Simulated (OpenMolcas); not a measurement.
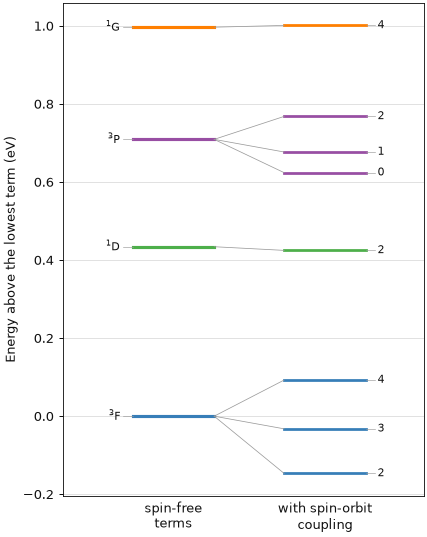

Terms of La⁺ (lanthanum, Z = 57) without and with spin-orbit coupling; numbers at the right are J. ³F (at 0) splits over 0.239 eV into J = 2, 3, 4 from the bottom up (normal); ¹D (at 0.434 eV) gives the one level J = 2; ³P (at 0.709 eV) splits over 0.144 eV into J = 0, 1, 2 from the bottom up (normal); ¹G (at 0.997 eV) gives the one level J = 4. The ground level lies 0.147 eV below the lowest term.

# Multiconfigurational calculation for La⁺

La⁺. Computed at this level: state-averaged SS-CASPT2, IPEA shift 0.25, imaginary shift 0.1 hartree, active space 2 electrons in the shell 5d, basis ANO-R1, X2C scalar Hamiltonian, spin-orbit coupling by RASSI with atomic mean-field integrals (OpenMolcas).

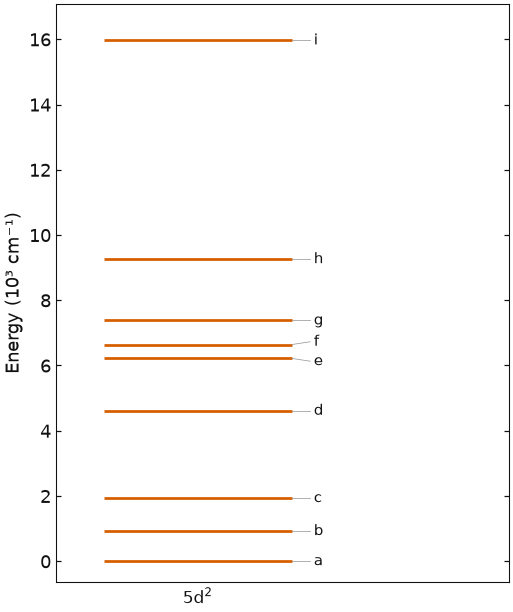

The lowest computed levels of La II (La⁺), 9 of them lettered. a: 5d² ³F₂ at 0; b: 5d² ³F₃ at 922 cm⁻¹; c: 5d² ³F₄ at 1,930 cm⁻¹; d: 5d² ¹D₂ at 4,610 cm⁻¹; e: 5d² ³P₀ at 6,220 cm⁻¹; f: 5d² ³P₁ at 6,640 cm⁻¹; g: 5d² ³P₂ at 7,380 cm⁻¹; h: 5d² ¹G₄ at 9,260 cm⁻¹; i: 5d² ¹S₀ at 16,000 cm⁻¹.

These pictures come from the run below.

**The input**
```
&GATEWAY
Coord
1

La 0.0 0.0 0.0
Basis=ANO-R1
Group=XYZ
NoMove
AngMom=0.0 0.0 0.0
AMFI
&SEWARD
&RASSCF
FileOrb=start.orb
Symmetry=1
Spin=3
nActEl=2 0 0
Inactive=15 12
Ras2=5 0
CIRoot=10 10 1
SDav=10
CIMx=300
Iter=120 100
PrWF=0.3
OrbListing=Nothing
MaxOrb=0
Atom
>>> COPY $Project.JobIph JOB001
&RASSCF
FileOrb=start.orb
Symmetry=1
Spin=1
nActEl=2 0 0
Inactive=15 12
Ras2=5 0
CIRoot=15 15 1
SDav=15
CIMx=300
Iter=120 100
PrWF=0.3
OrbListing=Nothing
MaxOrb=0
Atom
>>> COPY $Project.JobIph JOB002
&RASSI
NrOfJobIphs=2 10 15
1 2 3 4 5 6 7 8 9 10
1 2 3 4 5 6 7 8 9 10 11 12 13 14 15
IphNames
JOB001
JOB002
EJob
SpinOrbit
DIPRint=1.0
SOCoupling=1000.0
Subsets=2
MEES
Property=10
'ANGMOM' 1 'ANGMOM' 2 'ANGMOM' 3 'MLTPL  1' 1 'MLTPL  1' 2 'MLTPL  1' 3
'AMFI' 1 'AMFI' 2 'AMFI' 3 'MLTPL  2' 6
SOProperty=3
'ANGMOM' 1 'ANGMOM' 2 'ANGMOM' 3
>>> COPY JOB001 $Project.JobIph
&CASPT2
Multistate=10 1 2 3 4 5 6 7 8 9 10
Frozen=15 12
IPEA=0.25
Imaginary=0.1
MaxIter=60
WThr=0.0 0.3 0.05
PrWF=0.5
NoMix
>>> COPY JOB002 $Project.JobIph
&CASPT2
Multistate=15 1 2 3 4 5 6 7 8 9 10 11 12 13 14 15
Frozen=15 12
IPEA=0.25
Imaginary=0.1
MaxIter=60
WThr=0.0 0.3 0.05
PrWF=0.5
NoMix
```

The file start.orb holds starting orbitals from an earlier step. A driver script formed the levels outside the program, from RASSI's spin-orbit matrix and the CASPT2 energies (for multi-state variants, the effective Hamiltonian), averaged over the components of each term or state. The log and the time are those of the CASPT2 step.

Launched with:
```bash
OMP_NUM_THREADS=1 MOLCAS_MEM=1689 MOLCAS_PROJECT=a pymolcas a.inp > a.log  # once for each step of the input, in one work folder
```

**The program's output (extracts)**
```
--- CASPT2 ---
Orbital specifications:
      -----------------------

      Symmetry species                           1   2
                                                ag  au
      Frozen orbitals                           15  12
      Inactive orbitals                          0   0
      Active orbitals                            5   0
      Secondary orbitals                         7  10
      Deleted orbitals                           0   0
      Number of basis functions                 27  22
Type of calculation                        MS-CASPT2
      Fock operator                              state-specific
      IPEA shift                                 0.25
      Real shift                                 0.00
      Imaginary shift                            0.10
      The input orbitals will be transformed to quasi-canonical
Reference energy:       -8489.1365591235
      E2 (Non-variational):      -0.0032010927
      Shift correction:          -0.0000190742
      E2 (Variational):          -0.0032201670
      Total energy:           -8489.1397792904
      Residual norm:              0.0000002045
      Reference weight:           0.99756
      Contributions to the CASPT2 correlation energy
      Active & Virtual Only:         -0.0032010927
      One Inactive Excited:           0.0000000000
      Two Inactive Excited:           0.0000000000
Reference energy:       -8489.1365591234
      E2 (Non-variational):      -0.0033141121
      Shift correction:          -0.0000212789
      E2 (Variational):          -0.0033353910
      Total energy:           -8489.1398945144
      Residual norm:              0.0000002039
      Reference weight:           0.99738
      Contributions to the CASPT2 correlation energy
      Active & Virtual Only:         -0.0033141121
      One Inactive Excited:           0.0000000000
      Two Inactive Excited:           0.0000000000
::    CASPT2 Root  1     Total energy:  -8489.13977929
::    CASPT2 Root  2     Total energy:  -8489.13989451
::    CASPT2 Root  3     Total energy:  -8489.13974071
::    CASPT2 Root  4     Total energy:  -8489.13975251
::    CASPT2 Root  5     Total energy:  -8489.13986049
::    CASPT2 Root  6     Total energy:  -8489.13987568
::    CASPT2 Root  7     Total energy:  -8489.13987693
::    CASPT2 Root  8     Total energy:  -8489.11375988
::    CASPT2 Root  9     Total energy:  -8489.11375988
::    CASPT2 Root 10     Total energy:  -8489.11375989
::    MS-CASPT2 Root  1     Total energy:  -8489.13989474
::    MS-CASPT2 Root  2     Total energy:  -8489.13987730
::    MS-CASPT2 Root  3     Total energy:  -8489.13987569
::    MS-CASPT2 Root  4     Total energy:  -8489.13986010
::    MS-CASPT2 Root  5     Total energy:  -8489.13977953
::    MS-CASPT2 Root  6     Total energy:  -8489.13975241
::    MS-CASPT2 Root  7     Total energy:  -8489.13974038
::    MS-CASPT2 Root  8     Total energy:  -8489.11375988
::    MS-CASPT2 Root  9     Total energy:  -8489.11375988
::    MS-CASPT2 Root 10     Total energy:  -8489.11375987
--- CASPT2 ---
Orbital specifications:
      -----------------------

      Symmetry species                           1   2
                                                ag  au
      Frozen orbitals                           15  12
      Inactive orbitals                          0   0
      Active orbitals                            5   0
      Secondary orbitals                         7  10
      Deleted orbitals                           0   0
      Number of basis functions                 27  22
Type of calculation                        MS-CASPT2
      Fock operator                              state-specific
      IPEA shift                                 0.25
      Real shift                                 0.00
      Imaginary shift                            0.10
      The input orbitals will be transformed to quasi-canonical
Reference energy:       -8489.1106330281
      E2 (Non-variational):      -0.0113536056
      Shift correction:          -0.0018817043
      E2 (Variational):          -0.0132353099
      Total energy:           -8489.1238683380
      Residual norm:              0.0000003211
      Reference weight:           0.98551
      Contributions to the CASPT2 correlation energy
      Active & Virtual Only:         -0.0113536056
      One Inactive Excited:           0.0000000000
      Two Inactive Excited:           0.0000000000
Reference energy:       -8489.1106330281
      E2 (Non-variational):      -0.0113533383
      Shift correction:          -0.0018812910
      E2 (Variational):          -0.0132346293
      Total energy:           -8489.1238676574
      Residual norm:              0.0000003029
      Reference weight:           0.98552
      Contributions to the CASPT2 correlation energy
      Active & Virtual Only:         -0.0113533383
      One Inactive Excited:           0.0000000000
      Two Inactive Excited:           0.0000000000
::    CASPT2 Root  1     Total energy:  -8489.12386834
::    CASPT2 Root  2     Total energy:  -8489.12386766
::    CASPT2 Root  3     Total energy:  -8489.12386745
::    CASPT2 Root  4     Total energy:  -8489.12386893
::    CASPT2 Root  5     Total energy:  -8489.12386794
::    CASPT2 Root  6     Total energy:  -8489.10316430
::    CASPT2 Root  7     Total energy:  -8489.10334418
::    CASPT2 Root  8     Total energy:  -8489.10322215
::    CASPT2 Root  9     Total energy:  -8489.10308294
::    CASPT2 Root 10     Total energy:  -8489.10335492
::    CASPT2 Root 11     Total energy:  -8489.10325389
::    CASPT2 Root 12     Total energy:  -8489.10303862
::    CASPT2 Root 13     Total energy:  -8489.10305254
::    CASPT2 Root 14     Total energy:  -8489.10325991
::    CASPT2 Root 15     Total energy:  -8489.07323271
::    MS-CASPT2 Root  1     Total energy:  -8489.12386900
::    MS-CASPT2 Root  2     Total energy:  -8489.12386846
::    MS-CASPT2 Root  3     Total energy:  -8489.12386798
::    MS-CASPT2 Root  4     Total energy:  -8489.12386762
::    MS-CASPT2 Root  5     Total energy:  -8489.12386742
::    MS-CASPT2 Root  6     Total energy:  -8489.10335732
::    MS-CASPT2 Root  7     Total energy:  -8489.10334439
::    MS-CASPT2 Root  8     Total energy:  -8489.10326276
::    MS-CASPT2 Root  9     Total energy:  -8489.10325158
::    MS-CASPT2 Root 10     Total energy:  -8489.10322221
::    MS-CASPT2 Root 11     Total energy:  -8489.10316382
::    MS-CASPT2 Root 12     Total energy:  -8489.10308156
::    MS-CASPT2 Root 13     Total energy:  -8489.10305229
::    MS-CASPT2 Root 14     Total energy:  -8489.10303750
::    MS-CASPT2 Root 15     Total energy:  -8489.07323257
```

**Spin-orbit levels, grouped by J and assigned**

```csv
Configuration,Level,E (cm⁻¹),LS purity (%),Landé g
5d²,³F₂,0,97,0.676
5d²,³F₃,922,100,1.084
5d²,³F₄,"1,931",100,1.249
5d²,¹D₂,"4,610",90,1.029
5d²,³P₀,"6,216",98,–
5d²,³P₁,"6,643",100,1.501
5d²,³P₂,"7,379",92,1.462
5d²,¹G₄,"9,259",100,1.001
5d²,¹S₀,"15,960",98,–
```

**Results in brief**

- outcome: converged
- lowest level: 5d² ³F₂
- first excited level: 5d² ³F₃, 922 cm⁻¹ (measured: 1,016)
- energy of the lowest spin-free term: −8489.13983 hartree
- energy of the lowest spin-orbit level: −8489.14522 hartree
- CASPT2 correlation energy: −0.0033 hartree
- largest spread among components of a term: 69.4 cm⁻¹
- lowest reference weight: 0.959
- hardware: 1 CPU thread, shared host
- wall time: 1.1 s

**Remarks**

Against measured levels the run misses widely: 5d2 1G J = 4 comes out at 9,259 cm⁻¹ where 7,473 cm⁻¹ is measured. The components of ¹G, which symmetry makes degenerate, are split by 69 cm⁻¹ in CASPT2. This is an artefact; the levels of such states rest on averages and are uncertain by about as much. The run is of multi-state type; this report uses its single-state energies. Limits: only configurations of the active space are included.
